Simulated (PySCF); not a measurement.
**C2H9OPSi2: density, localisation and related maps**

Input

```
{"job": {"kind": "uv", "xc": "CAM-B3LYP", "basis": "def2-SVPD", "dynamic": true, "nstates": 6, "ntriplets": 0}, "charge": 0, "multiplicity": 1}
O      2.481651    -0.722128    -1.355174
Si     1.435364    -0.570430    -0.065224
C     -0.281982    -1.006401    -0.712069
C     -1.377613    -0.258168     0.057981
Si    -0.896611     1.571660     0.186789
P      1.312304     1.570687     0.713112
H      3.404752    -0.508995    -1.190679
H      1.865940    -1.448318     1.070740
H     -0.434624    -2.098561    -0.697154
H     -0.283631    -0.709532    -1.776287
H     -1.466784    -0.648290     1.087631
H     -2.369320    -0.383298    -0.408641
H     -1.695681     2.325764     1.200204
H     -1.050101     2.240156    -1.142800
H      1.068727     1.131043     2.052773
```

Command:

```sh
OMP_NUM_THREADS=1 python probes_run.py task.json out
```

Geometry: PBE0-D3(BJ)/def2-SVP.

The calculation used CAM-B3LYP/def2-SVPD, SCF density, gas phase (PySCF).

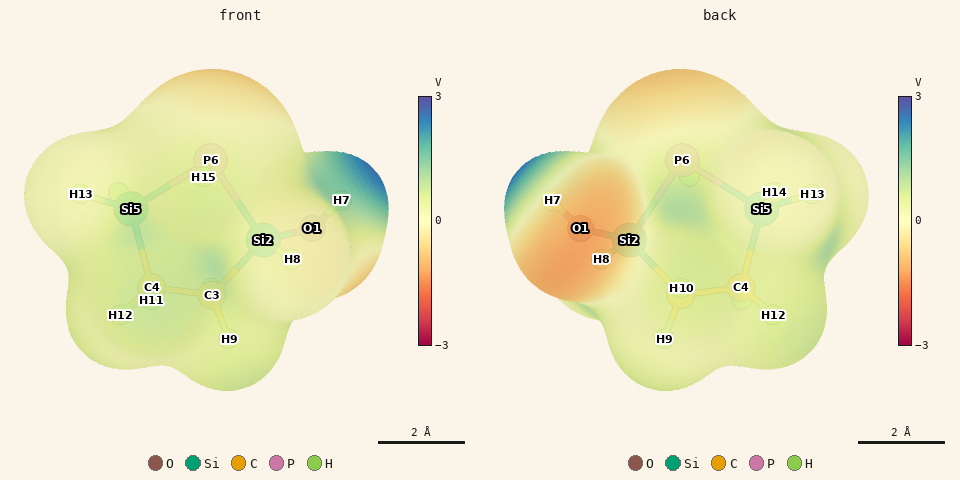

Figure 1. The electrostatic potential painted on the density surface at 0.002 e/bohr³, seen from the front and from behind; the colour scale runs from red (negative) to blue (positive).

> Describe the electrostatic potential map.

The most negative region (about −1.3 V) lies over O1, the most positive (about +2.5 V) over H7. O1 is the likeliest acceptor of a hydrogen bond.

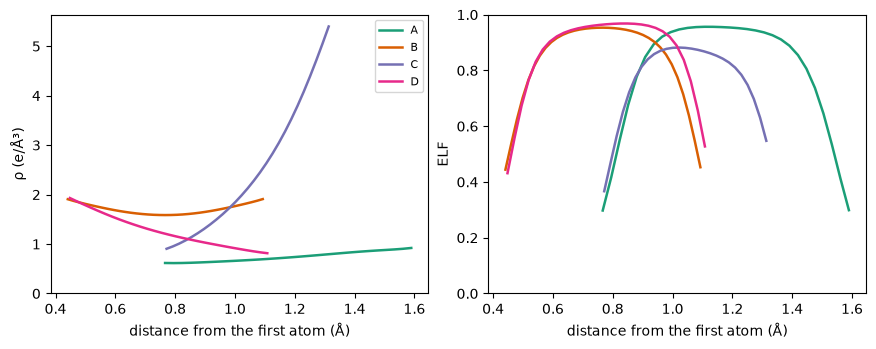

Figure 2. Total electron density and electron localisation function along straight lines between neighbouring atoms. The curves leave out the atomic cores.

> Which curve belongs to which contact (C–C, C–Si, Si–O and Si–P)? The first atom named is at distance zero.

Curve A: Si–P (2.27 Å): ρ at the midpoint is about 0.71 e/Å³, with its minimum of 0.61 e/Å³ about 0.8 Å from Si; the ELF peaks at about 0.95 between the atoms, as expected for a covalent bond. Curve B: C–C (1.53 Å): ρ at the midpoint is about 1.6 e/Å³; the ELF peaks at about 0.95 between the atoms (a shared electron pair). Curve C: Si–O (1.67 Å): the density is about 1.1 e/Å³ at the midpoint; the ELF peaks at about 0.90 between the atoms, as expected for a polar covalent bond. Curve D: C–Si (1.89 Å): ρ is about 0.98 e/Å³ halfway; the ELF peaks at about 0.95 between the atoms, as expected for a covalent bond.
